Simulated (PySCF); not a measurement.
## C₃H₈GaN: geometry relaxation

C₃H₈GaN, SMILES CCC#[N+][GaH3-], computed with PBE0-D3(BJ)/def2-SVP geometry optimisation, gas phase (PySCF 2.14.0).

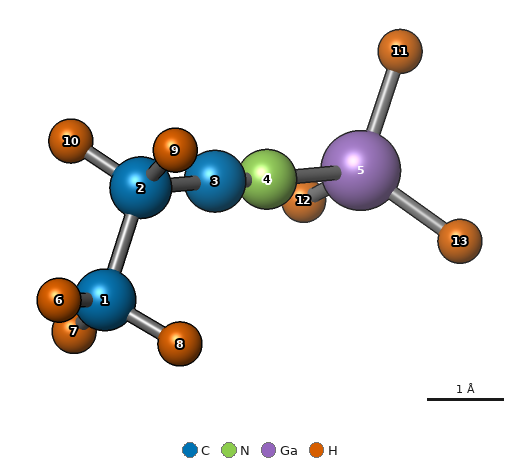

The structure as given in the input (ball-and-stick view, seen at a tilt; atoms are numbered from 1 in the order of the input). Sticks mark near contacts. Bond lengths as drawn: C–C 1.51 to 1.59 Å, C–H 1.03 to 1.19 Å, C–N 1.01 Å, Ga–H 1.57 to 1.66 Å and Ga–N 1.97 Å.

**Summary**

- outcome: converged
- total energy: −2097.876585 hartree
- dipole moment: 7.86 D
- point group: C1
- hardware: 1 CPU thread, shared host
- wall time: 55 s
- peak memory: 0.51 GiB

**Input file**
```
{"job": {"xc": "PBE0", "basis": "def2-SVP", "d3": "d3bj", "grid": 1, "shake": 0.03, "kind": "geom"}, "charge": 0, "multiplicity": 1}
C      2.288570    -0.725300     0.013490
C      1.302200    -0.018730     1.034600
C     -0.095160     0.160270     0.478510
N     -1.002850     0.309780     0.070030
Ga    -2.834630     0.501350    -0.637180
H      3.234950    -0.756820     0.416740
H      1.867840    -1.655840    -0.284570
H      2.340000     0.008780    -0.919630
H      1.719820     1.003980     1.385780
H      1.264300    -0.656020     1.974780
H     -3.740650     1.360130     0.463310
H     -3.480890    -0.921180    -0.814350
H     -2.832890     1.337470    -2.037890
```

The first line tells a small driver script what to run in PySCF; the rest is the geometry in Å.

Command:
```bash
OMP_NUM_THREADS=1 python <driver script> task.json out
```

**The program's output**
```
step   0  E = -2097.77550357  max force = 0.576937
step   1  E = -2097.86717760  max force = 0.120476
step   2  E = -2097.87543519  max force = 0.035351
step   3  E = -2097.87642143  max force = 0.003766
step   4  E = -2097.87654038  max force = 0.004445
step   5  E = -2097.87656827  max force = 0.003807
step   6  E = -2097.87658101  max force = 0.001395
step   7  E = -2097.87658452  max force = 0.000366
optimisation converged
```

**Trajectory as extended XYZ (Å, eV, eV/Å), 8 frames, from step=0 to step=7**
```
13
Properties=species:S:1:pos:R:3:forces:R:3 step=0 energy=-57083.37901
C     2.2886   -0.7253    0.0135   -3.4085   4.1865  -1.9538
C     1.3022   -0.0187    1.0346    0.2861   0.0142   0.4140
C    -0.0952    0.1603    0.4785   29.6673  -4.5110  13.1125
N    -1.0029    0.3098    0.0700  -27.2293   4.3089 -12.1446
Ga   -2.8346    0.5013   -0.6372   -2.4151   1.1409  -0.5843
H     3.2349   -0.7568    0.4167    2.5270  -0.4562   1.1777
H     1.8678   -1.6558   -0.2846   -0.1199  -1.2057  -0.3788
H     2.3400    0.0088   -0.9196    0.0119  -1.6973   1.5805
H     1.7198    1.0040    1.3858   -0.8104  -1.3855  -0.7000
H     1.2643   -0.6560    1.9748   -0.3380   0.6562  -0.8659
H    -3.7407    1.3601    0.4633    0.8731  -0.3921  -0.2535
H    -3.4809   -0.9212   -0.8144    0.4204  -0.3618   0.1038
H    -2.8329    1.3375   -2.0379    0.5354  -0.2971   0.4925
13
Properties=species:S:1:pos:R:3:forces:R:3 step=1 energy=-57085.87359
C     2.2390   -0.6716    0.0045   -0.2228   0.4726   0.1126
C     1.2984   -0.0165    1.0234    0.1174  -0.3226  -0.0826
C    -0.0365    0.1693    0.4932    6.1951  -0.8110   2.6775
N    -1.0406    0.3253    0.0561   -5.9003   0.8258  -2.5379
Ga   -2.9142    0.5227   -0.6546   -1.1760   0.2213  -0.3468
H     3.2395   -0.7439    0.4471    0.0306  -0.2787  -0.0100
H     1.8480   -1.6467   -0.3098    0.1961  -0.1391   0.0668
H     2.3223   -0.0373   -0.8855    0.0132   0.0287  -0.1356
H     1.6664    0.9640    1.3448    0.0772   0.2051   0.0191
H     1.2135   -0.6274    1.9338   -0.0328  -0.0558   0.0680
H    -3.6419    1.3459    0.4909    0.2110  -0.0247   0.1131
H    -3.4158   -0.9718   -0.7978    0.2333  -0.0752   0.0440
H    -2.7476    1.3357   -2.0024    0.2579  -0.0465   0.0119
13
Properties=species:S:1:pos:R:3:forces:R:3 step=2 energy=-57086.09829
C     2.2393   -0.6602    0.0032    0.0188   0.0667   0.0047
C     1.2939   -0.0156    1.0179    0.0237  -0.0025  -0.0189
C    -0.0471    0.1797    0.4915    1.8178  -0.2128   0.7146
N    -1.0846    0.3340    0.0505   -1.4340   0.1773  -0.5720
Ga   -2.9980    0.5367   -0.6727   -0.4358   0.0559  -0.1495
H     3.2385   -0.7691    0.4500   -0.0610  -0.0416  -0.0084
H     1.8760   -1.6503   -0.3054    0.0320  -0.0116   0.0287
H     2.3378   -0.0377   -0.8974   -0.0139   0.0056   0.0072
H     1.6645    0.9722    1.3398   -0.0087  -0.0267  -0.0049
H     1.2018   -0.6296    1.9285    0.0087  -0.0036   0.0021
H    -3.6269    1.3507    0.5284    0.0101  -0.0050   0.0159
H    -3.3703   -0.9972   -0.7880    0.0204   0.0151  -0.0093
H    -2.6943    1.3343   -2.0027    0.0218  -0.0169  -0.0101
13
Properties=species:S:1:pos:R:3:forces:R:3 step=3 energy=-57086.12513
C     2.2490   -0.6573    0.0042    0.0576  -0.0654  -0.0131
C     1.3058   -0.0154    1.0175   -0.0363   0.0156   0.0135
C    -0.0367    0.1819    0.4946    0.1937  -0.0069   0.0448
N    -1.0896    0.3332    0.0558   -0.0082  -0.0197   0.0328
Ga   -3.0403    0.5422   -0.6816   -0.1429   0.0254  -0.0590
H     3.2448   -0.7774    0.4540   -0.0170   0.0208  -0.0054
H     1.8916   -1.6514   -0.2994   -0.0147   0.0143  -0.0031
H     2.3491   -0.0370   -0.8969    0.0014   0.0087  -0.0042
H     1.6767    0.9710    1.3398    0.0060   0.0084   0.0124
H     1.2151   -0.6307    1.9274    0.0023   0.0012   0.0040
H    -3.6496    1.3521    0.5314   -0.0106  -0.0048  -0.0075
H    -3.3838   -0.9966   -0.7963   -0.0165   0.0058  -0.0100
H    -2.7016    1.3333   -2.0068   -0.0148  -0.0034  -0.0052
13
Properties=species:S:1:pos:R:3:forces:R:3 step=4 energy=-57086.12836
C     2.2584   -0.6580    0.0047    0.0124  -0.0297   0.0040
C     1.3144   -0.0148    1.0192   -0.0066   0.0120  -0.0022
C    -0.0292    0.1809    0.4984   -0.1496   0.0359  -0.0907
N    -1.0869    0.3293    0.0624    0.2286  -0.0522   0.1245
Ga   -3.0561    0.5431   -0.6845   -0.0805   0.0138  -0.0421
H     3.2536   -0.7777    0.4546   -0.0023   0.0174   0.0005
H     1.8998   -1.6517   -0.2981   -0.0134   0.0113  -0.0044
H     2.3583   -0.0376   -0.8968   -0.0010   0.0024   0.0059
H     1.6854    0.9720    1.3424   -0.0007  -0.0090  -0.0016
H     1.2250   -0.6301    1.9295    0.0027   0.0006  -0.0005
H    -3.6684    1.3522    0.5266    0.0036  -0.0016   0.0048
H    -3.4066   -0.9933   -0.8050    0.0026  -0.0002   0.0004
H    -2.7170    1.3337   -2.0098    0.0042  -0.0006   0.0015
13
Properties=species:S:1:pos:R:3:forces:R:3 step=5 energy=-57086.12912
C     2.2608   -0.6571    0.0043    0.0025  -0.0112   0.0055
C     1.3178   -0.0139    1.0195   -0.0016  -0.0004   0.0052
C    -0.0265    0.1791    0.5006   -0.1777   0.0383  -0.0901
N    -1.0860    0.3245    0.0676    0.1958  -0.0457   0.1033
Ga   -3.0641    0.5422   -0.6864   -0.0334   0.0085  -0.0217
H     3.2565   -0.7742    0.4533    0.0020   0.0036  -0.0019
H     1.9005   -1.6503   -0.2980   -0.0014   0.0037  -0.0037
H     2.3586   -0.0362   -0.8968    0.0019   0.0030  -0.0036
H     1.6884    0.9729    1.3419    0.0013   0.0021  -0.0010
H     1.2308   -0.6290    1.9301    0.0001   0.0004   0.0014
H    -3.6738    1.3512    0.5260    0.0034  -0.0026   0.0022
H    -3.4149   -0.9939   -0.8088    0.0033   0.0000   0.0019
H    -2.7174    1.3327   -2.0097    0.0039   0.0004   0.0024
13
Properties=species:S:1:pos:R:3:forces:R:3 step=6 energy=-57086.12947
C     2.2624   -0.6554    0.0033   -0.0094   0.0145   0.0036
C     1.3198   -0.0126    1.0198    0.0059  -0.0086  -0.0003
C    -0.0262    0.1767    0.5034   -0.0717   0.0208  -0.0410
N    -1.0867    0.3182    0.0741    0.0623  -0.0243   0.0419
Ga   -3.0700    0.5402   -0.6876    0.0042   0.0037  -0.0052
H     3.2594   -0.7694    0.4502    0.0009  -0.0050  -0.0001
H     1.9022   -1.6485   -0.2988    0.0041  -0.0022   0.0001
H     2.3575   -0.0343   -0.8982    0.0003  -0.0002   0.0002
H     1.6892    0.9752    1.3406    0.0005   0.0019  -0.0032
H     1.2359   -0.6269    1.9313    0.0001   0.0005   0.0003
H    -3.6778    1.3491    0.5255   -0.0002  -0.0018   0.0014
H    -3.4211   -0.9954   -0.8117    0.0014  -0.0003   0.0013
H    -2.7141    1.3311   -2.0080    0.0017   0.0009   0.0012
13
Properties=species:S:1:pos:R:3:forces:R:3 step=7 energy=-57086.12956
C     2.2623   -0.6532    0.0022   -0.0040   0.0102  -0.0015
C     1.3204   -0.0116    1.0197    0.0014  -0.0048   0.0028
C    -0.0268    0.1748    0.5053    0.0044   0.0086  -0.0065
N    -1.0879    0.3136    0.0783   -0.0188  -0.0107   0.0056
Ga   -3.0713    0.5380   -0.6875    0.0140   0.0026   0.0006
H     3.2602   -0.7656    0.4475    0.0008  -0.0046   0.0000
H     1.9033   -1.6470   -0.2991    0.0037  -0.0025   0.0002
H     2.3550   -0.0323   -0.8997    0.0005   0.0002  -0.0007
H     1.6887    0.9772    1.3388   -0.0004   0.0016  -0.0020
H     1.2393   -0.6253    1.9318   -0.0002   0.0012   0.0004
H    -3.6797    1.3468    0.5254   -0.0014  -0.0019   0.0003
H    -3.4230   -0.9972   -0.8130   -0.0002  -0.0005   0.0003
H    -2.7099    1.3296   -2.0060    0.0002   0.0007   0.0006
```

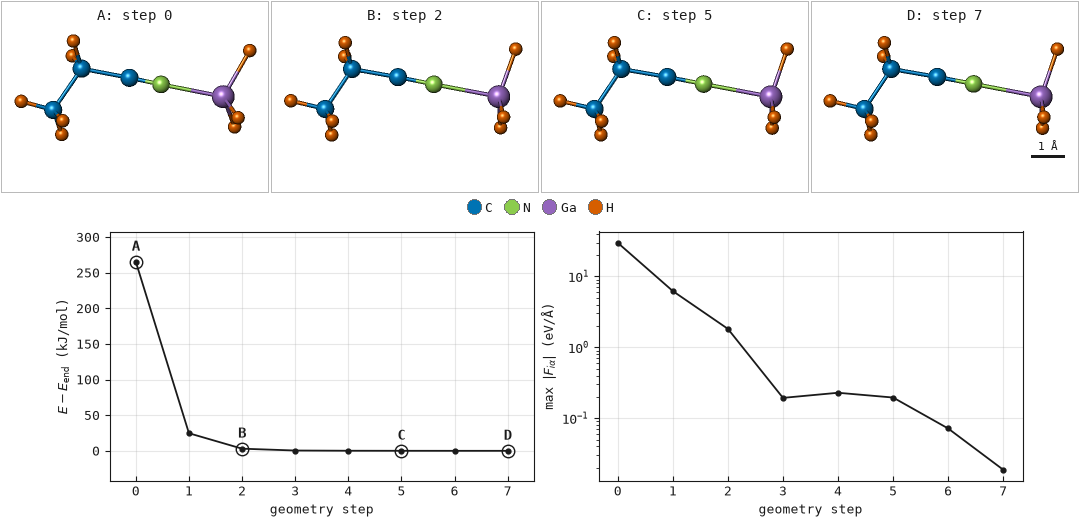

Frames of the relaxation (ball-and-stick view, seen at a tilt) above the curves, on which the letters mark them (steps are counted from 0).

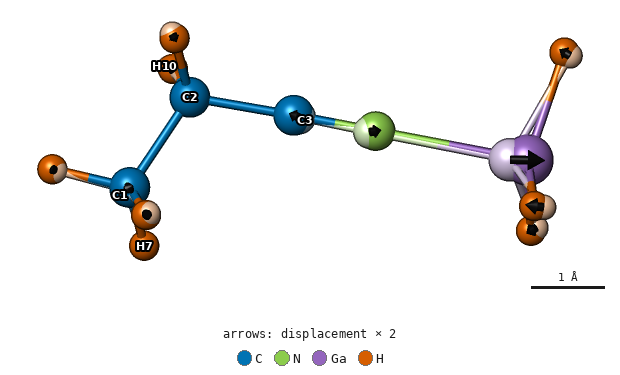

Start (faint) and end (solid) with the displacements as black arrows, magnified 2 times (ball-and-stick view, seen at a tilt). The two geometries are laid on each other by the best rigid fit. The atom that moves furthest after the best rigid fit is Ga5 (0.24 Å). By element the largest moves are Ga 0.24 Å, H 0.13 Å, N 0.08 Å, C 0.08 Å. Among the contacts that change: N4–Ga5 1.973 → 2.138 Å, C3–N4 1.007 → 1.152 Å, C1–H8 1.188 → 1.099 Å, Ga5–H11 1.664 → 1.580 Å. Among the angles that change: N4–Ga5–H13 110.9° → 98.0°, N4–Ga5–H12 109.5° → 97.6°, N4–Ga5–H11 108.6° → 97.8°. Over 7 geometry steps the energy falls by 265.4 kJ/mol. Largest force component: 30 eV/Å at the start, 0.019 eV/Å at the end. (Atoms are counted from 1 in the order of the input.)
